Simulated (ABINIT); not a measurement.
# LiF (Griceite): changed settings of a GW run in ABINIT

What do changed inputs do to GW on LiF (Griceite)?

Calculated with ABINIT 10.8.3; PBE and many-body steps on it, plane waves.

### Step 1. The structure

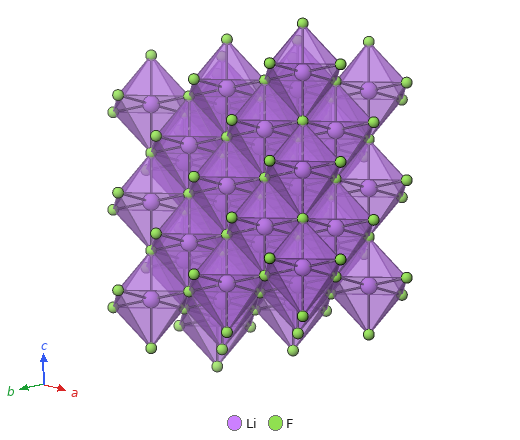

The cell as given, from a free direction (lithium purple, fluorine green). 1×2×2 cells are drawn. This picture shows the conventional cell, with its axes. Some periodic images of atoms are drawn too.

Coordinates:

```cif
data_structure
_symmetry_space_group_name_H-M 'Fm-3m'
_symmetry_Int_Tables_number 225
_cell_length_a 4.0280
_cell_length_b 4.0280
_cell_length_c 4.0280
_cell_angle_alpha 90.000
_cell_angle_beta 90.000
_cell_angle_gamma 90.000
_cell_volume 65.35
loop_
_atom_site_label
_atom_site_type_symbol
_atom_site_symmetry_multiplicity
_atom_site_Wyckoff_symbol
_atom_site_fract_x
_atom_site_fract_y
_atom_site_fract_z
_atom_site_occupancy
Li1 Li 4 a 0.00000 0.00000 0.00000 1
F1 F 4 b 0.50000 0.00000 0.00000 1
```

The cell and positions come from the Crystallography Open Database and are kept as given unless a step says otherwise.

### Step 2. Screening, 8×8×8 mesh, 142 bands, screening to 304.8 eV

This step: ABINIT 10.8.3; RPA screening on PBE, plane waves, norm-conserving pseudopotentials.

The RPA dielectric matrix is built and inverted for each q.

File run.abi:

```
acell 3*1.0 Angstrom
rprim 
  0.000000000000 2.014000000000 2.014000000000
  2.014000000000 0.000000000000 2.014000000000
  2.014000000000 2.014000000000 -0.000000000000
ntypat 2
znucl 3 9
natom 2
typat 1 2
xred 
  0.000000000000 0.000000000000 0.000000000000
  0.500000000000 0.500000000000 0.500000000000
pp_dirpath "pseudos"
pseudos "Li.upf, F.upf"
ecut 36
ngkpt 8 8 8
nshiftk 1
shiftk 0 0 0
kptopt 1
chksymbreak 0
istwfk *1
occopt 1
irdwfk 1
optdriver 3
nband 142
ecuteps 11.2
inclvkb 2
awtr 1
symchi 1
indata_prefix "in"
outdata_prefix "out"
tmpdata_prefix "tmp"
```

Run with:

```sh
> OMP_NUM_THREADS=1 mpirun -n 4 abinit run.abi > log
```

What it wrote:

```text
.Version 10.8.3 of ABINIT. v10.8.2 released Aug 2026.

 Symmetries : space group Fm -3 m (#225); Bravais cF (face-center cubic)
[... echo of the input left out ...]
== DATASET  1 ==================================================================
-   mpi_nproc: 4, omp_nthreads: 1 (-1 if OMP is not activated)

--- !DatasetInfo
iteration_state: {dtset: 1, }
dimensions: {natom: 2, nkpt: 29, mband: 142, nsppol: 1, nspinor: 1, nspden: 1, mpw: 1158, }
cutoff_energies: {ecut:  36.0, pawecutdg:  -1.0, }
electrons: {nelect:   1.00000000E+01, charge:   0.00000000E+00, occopt:   1.00000000E+00, tsmear:   1.00000000E-02, }

 SCREENING: Calculation of the susceptibility and dielectric matrices

 Based on a program developped by R.W. Godby, V. Olevano, G. Onida, and L. Reining.
 Incorporated in ABINIT by V. Olevano, G.-M. Rignanese, and M. Torrent.
.Using double precision arithmetic ; gwpc =  8

[... cell and pseudopotentials left out ...]
--------------------------------------------------------------------------------

 ==== K-mesh for the wavefunctions ====
 Number of points in the irreducible wedge :    29
[... list of points left out ...]
 Together with 48 symmetry operations and time-reversal symmetry
 yields   512 points in the full Brillouin Zone.

 ==== Q-mesh for the screening function ====
 Number of points in the irreducible wedge :    29
[... list of points left out ...]
 Together with 48 symmetry operations and time-reversal symmetry
 yields   512 points in the full Brillouin Zone.

 setmesh: FFT mesh size selected  =    24x   24x   24
          total number of points  =        13824

 vcoul_init : cutoff-mode = AUXILIARY_FUNCTION
 q-points for optical limit:   1
     1)      0.000010    0.000020    0.000030

- screening: taking advantage of time-reversal symmetry
- Maximum band index for partially occupied states nbvw = 5
- Remaining bands to be divided among processors   nbcw = 137
- Number of bands treated by each node ~34

 Number of electrons calculated from density =   10.0000; Expected =   10.0000
 average of density, n =  0.090697
 r_s =    1.3807
 omega_plasma =   29.0505 [eV]

 calculating chi0 at frequencies [eV] :
  1    0.000000E+00    0.000000E+00
  2    0.000000E+00    2.905047E+01

--------------------------------------------------------------------------------
  q-point number  1        q = ( 0.000000, 0.000000, 0.000000) [r.l.u.]
--------------------------------------------------------------------------------
[... chi0 elements left out ...]
 For q-point:  0.000010 0.000020 0.000030
  dielectric constant =   1.9653
  dielectric constant without local fields =   2.0785

  Average fulfillment of the sum rule on Im[epsilon] for q-point    1 :     88.63  [%]
[... wings left out ...]
  q-point number  2        q = ( 0.125000, 0.000000, 0.000000) [r.l.u.]
--------------------------------------------------------------------------------
[... chi0 elements left out ...]
  Average fulfillment of the sum rule on Im[epsilon] for q-point    2 :     98.12  [%]

 [... 27 further q-points ...]
```

Run time: 5.9 min. Hardware: 4 MPI ranks of Arm Neoverse V1, shared host; peak memory 1.6 GiB; 23 min of CPU time.

Numbers from this step:

| Property | Result |
| --- | --- |
| ε∞ with local fields, on this mesh, along the program's q direction | 1.965 |
| the same without local fields | 2.079 |
| plasma frequency | 29.05 eV |
| plane waves in the screening matrix | 181 |

Local fields lower ε∞ by 5 %.

### Step 3. Base

The self-energy is evaluated for the states that the input lists, and the levels follow from it, in one-shot runs by the linearised quasiparticle equation.

This step: G0W0 on PBE, plane waves, norm-conserving pseudopotentials.

Changes to run.abi since step 2:

```diff
@@ -23,8 +23,15 @@
 irdwfk 1
-optdriver 3
+optdriver 4
 nband 142
+gwcalctyp 0
+ecutsigx 36
+symsigma 1
+nkptgw 1
+kptgw 
+  0.0000000000 0.0000000000 0.0000000000
+bdgw 
+  3 9
 ecuteps 11.2
-inclvkb 2
-awtr 1
-symchi 1
+irdscr 1
+ppmodel 1
 indata_prefix "in"
```

What it wrote:

```text
.Version 10.8.3 of ABINIT. v10.8.2 released Aug 2026.

 Symmetries : space group Fm -3 m (#225); Bravais cF (face-center cubic)
[... echo of the input left out ...]
== DATASET  1 ==================================================================
-   mpi_nproc: 4, omp_nthreads: 1 (-1 if OMP is not activated)

--- !DatasetInfo
iteration_state: {dtset: 1, }
dimensions: {natom: 2, nkpt: 29, mband: 142, nsppol: 1, nspinor: 1, nspden: 1, mpw: 1158, }
cutoff_energies: {ecut:  36.0, pawecutdg:  -1.0, }
electrons: {nelect:   1.00000000E+01, charge:   0.00000000E+00, occopt:   1.00000000E+00, tsmear:   1.00000000E-02, }

 SIGMA: Calculation of the GW corrections

 Based on a program developped by R.W. Godby, V. Olevano, G. Onida, and L. Reining.
 Incorporated in ABINIT by V. Olevano, G.-M. Rignanese, and M. Torrent.
.Using double precision arithmetic ; gwpc =  8

[... cell and pseudopotentials left out ...]
--------------------------------------------------------------------------------

 ==== K-mesh for the wavefunctions ====
 Number of points in the irreducible wedge :    29
[... list of points left out ...]
 Together with 48 symmetry operations and time-reversal symmetry
 yields   512 points in the full Brillouin Zone.

 ==== Q-mesh for screening function ====
 Number of points in the irreducible wedge :    29
[... list of points left out ...]
 Together with 48 symmetry operations and time-reversal symmetry
 yields   512 points in the full Brillouin Zone.

 vcoul_init : cutoff-mode = AUXILIARY_FUNCTION
 q-points for optical limit:   1
     1)      0.000010    0.000020    0.000030
 setmesh: FFT mesh size selected  =    30x   30x   30
          total number of points  =        27000

 Number of electrons calculated from density =   10.0000; Expected =   10.0000
 average of density, n =  0.090697
 r_s =    1.3807
 omega_plasma =   29.0505 [eV]

 === KS Band Gaps ===
  >>>> For spin  1
   Minimum direct gap =   9.1146 [eV], located at k-point      :   0.0000  0.0000  0.0000
   Fundamental gap    =   9.1146 [eV], Top of valence bands at :   0.0000  0.0000  0.0000
                                       Bottom of conduction at :   0.0000  0.0000  0.0000
 SIGMA fundamental parameters:
 PLASMON POLE MODEL  1
 number of plane-waves for SigmaX                 1139
 number of plane-waves for SigmaC and W            181
 number of plane-waves for wavefunctions          1139
 number of bands                                   142
 number of independent spin polarizations            1
 number of spinorial components                      1
 number of k-points in IBZ                          29
 number of q-points in IBZ                          29
 number of symmetry operations                      48
 number of k-points in BZ                          512
 number of q-points in BZ                          512
 number of frequencies for dSigma/dE                 9
 frequency step for dSigma/dE [eV]                0.25
 number of omega for Sigma on real axis              0
 max omega for Sigma on real axis  [eV]           0.00
 zcut for avoiding poles [eV]                     0.10

 EPSILON^-1 parameters (SCR file):
 dimension of the eps^-1 matrix on file            181
 dimension of the eps^-1 matrix used               181
 number of plane-waves for wavefunctions          1139
 number of bands                                   142
 number of q-points in IBZ                          29
 number of frequencies                               2
 number of real frequencies                          1
 number of imag frequencies                          1

 matrix elements of self-energy operator (all in [eV])

 Perturbative Calculation

--- !SelfEnergy_ee
iteration_state: {dtset: 1, }
kpoint     : [   0.000,    0.000,    0.000, ]
spin       : 1
KS_gap     :    9.115
QP_gap     :   13.442
Delta_QP_KS:    4.327
data: !SigmaeeData |
     Band     E0 <VxcDFT>   SigX SigC(E0)      Z dSigC/dE  Sig(E)    E-E0       E
        3  -0.974 -23.053 -30.736   4.331   0.826  -0.211 -25.822  -2.769  -3.743
        4  -0.974 -23.053 -30.736   4.331   0.826  -0.211 -25.822  -2.769  -3.743
        5  -0.974 -23.053 -30.736   4.331   0.826  -0.211 -25.822  -2.769  -3.743
        6   8.141 -11.451  -6.603  -3.098   0.891  -0.123  -9.892   1.558   9.699
        7  23.017 -10.011  -3.078  -4.155   0.883  -0.132  -7.558   2.453  25.470
        8  23.017 -10.011  -3.078  -4.155   0.883  -0.132  -7.558   2.453  25.470
        9  23.017 -10.011  -3.078  -4.155   0.883  -0.132  -7.558   2.453  25.470

== END DATASET(S) ==============================================================
================================================================================

 -outvars: echo values of variables after computation  --------
           etotal      0.0000000000E+00
            nband         142
             nkpt          29
          spgroup         225
 [... the other variables as echoed above ...]

 Calculation completed.
```

Run time: 15 s. Hardware: 4 MPI ranks; peak memory 1.4 GiB; 59 s of CPU time.

This step gave:

| Quantity | Value |
| --- | --- |
| G0W0 gap on the points computed | 13.44 eV |
| starting gap on the mesh | 9.115 eV |
| k of the valence top | 0, 0, 0 |
| k of the conduction bottom | 0, 0, 0 |
| Z at the valence top | 0.826 |
| Z at the conduction bottom | 0.891 |
| least direct G0W0 gap on the computed points | 13.44 eV |

The gap on the mesh goes from 9.11 eV to 13.44 eV, a correction of +4.33 eV.

### Step 4. Coulomb singularity

Changes to run.abi since step 3:

```diff
@@ -36,2 +36,3 @@
 ppmodel 1
+gw_icutcoul 7
 indata_prefix "in"
```

What it wrote:

```text
.Version 10.8.3 of ABINIT. v10.8.2 released Aug 2026.

 Symmetries : space group Fm -3 m (#225); Bravais cF (face-center cubic)
[... echo of the input left out ...]
== DATASET  1 ==================================================================
-   mpi_nproc: 4, omp_nthreads: 1 (-1 if OMP is not activated)

--- !DatasetInfo
iteration_state: {dtset: 1, }
dimensions: {natom: 2, nkpt: 29, mband: 142, nsppol: 1, nspinor: 1, nspden: 1, mpw: 1158, }
cutoff_energies: {ecut:  36.0, pawecutdg:  -1.0, }
electrons: {nelect:   1.00000000E+01, charge:   0.00000000E+00, occopt:   1.00000000E+00, tsmear:   1.00000000E-02, }

 SIGMA: Calculation of the GW corrections

 Based on a program developped by R.W. Godby, V. Olevano, G. Onida, and L. Reining.
 Incorporated in ABINIT by V. Olevano, G.-M. Rignanese, and M. Torrent.
.Using double precision arithmetic ; gwpc =  8

[... cell and pseudopotentials left out ...]
--------------------------------------------------------------------------------

 ==== K-mesh for the wavefunctions ====
 Number of points in the irreducible wedge :    29
[... list of points left out ...]
 Together with 48 symmetry operations and time-reversal symmetry
 yields   512 points in the full Brillouin Zone.

 ==== Q-mesh for screening function ====
 Number of points in the irreducible wedge :    29
[... list of points left out ...]
 Together with 48 symmetry operations and time-reversal symmetry
 yields   512 points in the full Brillouin Zone.

 vcoul_init : cutoff-mode = AUX_GB
 q-points for optical limit:   1
     1)      0.000010    0.000020    0.000030
 setmesh: FFT mesh size selected  =    30x   30x   30
          total number of points  =        27000

 Number of electrons calculated from density =   10.0000; Expected =   10.0000
[...]
number of q-points in BZ                          512
 number of frequencies for dSigma/dE                 9
 frequency step for dSigma/dE [eV]                0.25
 number of omega for Sigma on real axis              0
 max omega for Sigma on real axis  [eV]           0.00
 zcut for avoiding poles [eV]                     0.10

 EPSILON^-1 parameters (SCR file):
 dimension of the eps^-1 matrix on file            181
 dimension of the eps^-1 matrix used               181
 number of plane-waves for wavefunctions          1139
 number of bands                                   142
 number of q-points in IBZ                          29
 number of frequencies                               2
 number of real frequencies                          1
 number of imag frequencies                          1

 matrix elements of self-energy operator (all in [eV])

 Perturbative Calculation

--- !SelfEnergy_ee
iteration_state: {dtset: 1, }
kpoint     : [   0.000,    0.000,    0.000, ]
spin       : 1
KS_gap     :    9.115
QP_gap     :   13.439
Delta_QP_KS:    4.325
data: !SigmaeeData |
     Band     E0 <VxcDFT>   SigX SigC(E0)      Z dSigC/dE  Sig(E)    E-E0       E
        3  -0.974 -23.053 -30.730   4.329   0.826  -0.210 -25.818  -2.765  -3.739
        4  -0.974 -23.053 -30.730   4.329   0.826  -0.210 -25.818  -2.765  -3.739
        5  -0.974 -23.053 -30.730   4.329   0.826  -0.210 -25.818  -2.765  -3.739
        6   8.141 -11.451  -6.603  -3.097   0.891  -0.123  -9.891   1.560   9.700
        7  23.017 -10.011  -3.078  -4.153   0.883  -0.132  -7.556   2.455  25.472
        8  23.017 -10.011  -3.078  -4.153   0.883  -0.132  -7.556   2.455  25.472
        9  23.017 -10.011  -3.078  -4.153   0.883  -0.132  -7.556   2.455  25.472

== END DATASET(S) ==============================================================
================================================================================

 -outvars: echo values of variables after computation  --------
           etotal      0.0000000000E+00
            nband         142
             nkpt          29
          spgroup         225
 [... the other variables as echoed above ...]

 Calculation completed.
```

Elapsed: 15 s, on 4 MPI ranks; peak memory 1.4 GiB.

Numbers from this step:

```yaml
g0w0_gap_on_the_points_computed: 13.44 eV
starting_gap_on_the_mesh: 9.115 eV
k_of_the_valence_top: 0, 0, 0
k_of_the_conduction_bottom: 0, 0, 0
z_at_the_valence_top: 0.826
z_at_the_conduction_bottom: 0.891
least_direct_g0w0_gap_on_the_computed_points: 13.44 eV
```

Against G0W0 in ABINIT (8×8×8 mesh, 142 bands, screening to 304.8 eV, Godby-Needs plasmon pole), the gap moves by −0.003 eV.

### Step 5. The runs together

Times are wall times on 4 MPI ranks of Arm Neoverse V1, shared host, good to a factor of about two. A run's time includes the screening step that it read.

| run | mesh | bands | screening cutoff (eV) | DFT gap (eV) | gap on the mesh (eV) | direct (eV) | ε∞ used | time |
| --- | --- | --- | --- | --- | --- | --- | --- | --- |
| base | 8×8×8 | 142 | 304.8 | 9.115 | 13.442 | 13.442 | 1.97 | 6.1 min |
| Coulomb singularity | 8×8×8 | 142 | 304.8 | 9.115 | 13.439 | 13.439 | 1.97 | 6.1 min |

### Step 6. Summary of results

```yaml
base: 13.442 eV
coulomb_singularity: 13.439 eV
known_limits: not at the basis limit
```

**Reading.** Coulomb singularity: −0.003 eV against base (keys changed: gw_icutcoul). Bands and cutoff are finite, so the gap is not at the basis limit. The miss can reach some tenths of an eV and take either sign; the mesh is an error of its own. In the G0W0 runs levels were corrected at 1 k point alone, so a gap called «on the mesh» is the least over those, and an edge elsewhere would be missed.

[Paths, hosts, dates, memory and timing lines, banners, echoed tables and standing remarks are left out of the program output.]

[Logs are printed without paths, hosts, clocks, repeated set-up lines and the standing remarks that a program may print on its own settings, such as how far it seeks lower states.]

[Runs of the session that timed out or met a known fault of the program may be left out.]

[Hosts, paths, dates, database ids (printed as entryN), source tags and the programs' standing remarks are cut or masked in the printed files.]

[G0W0 gaps are taken among the corrected bands and points alone; a level outside them can change the order at an edge.]

[Where Ansatz stands beside ABINIT at settings called matched, ABINIT's density can come from a denser mesh and the files from another edition; pairs whose starting gaps differed by over 0.03 eV were left out, so agreement reads better than it is.]
